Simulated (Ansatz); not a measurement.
## WSe2: pressure series

Consider WSe2 (space group P6_3/mmc, No. 194; a = 3.2305 Å, c = 12.4111 Å; layered, stacked along the Cartesian z axis).

Cell and atoms are relaxed at each pressure.

Level of theory: Ansatz (an electronic-structure program), PBEsol-D3(BJ), PAW, cutoff 420 eV, spin-orbit coupling left out.

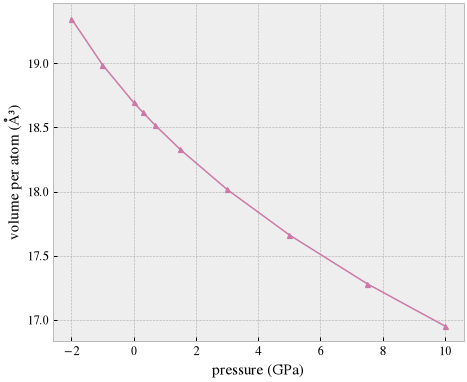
Volume per atom against pressure

| pressure (GPa) | volume per atom |
|---|---|
| -2 | 19.35 Å³ |
| -1 | 18.99 Å³ |
| 0.3 | 18.62 Å³ |
| 0.7 | 18.52 Å³ |
| 1.5 | 18.33 Å³ |
| 3 | 18.02 Å³ |
| 5 | 17.66 Å³ |
| 7.5 | 17.28 Å³ |
| 10 | 16.95 Å³ |

Load acts through the strain it causes; cell and atoms are relaxed under it. No phonon test of stability was made. No other phases were tried under pressure.
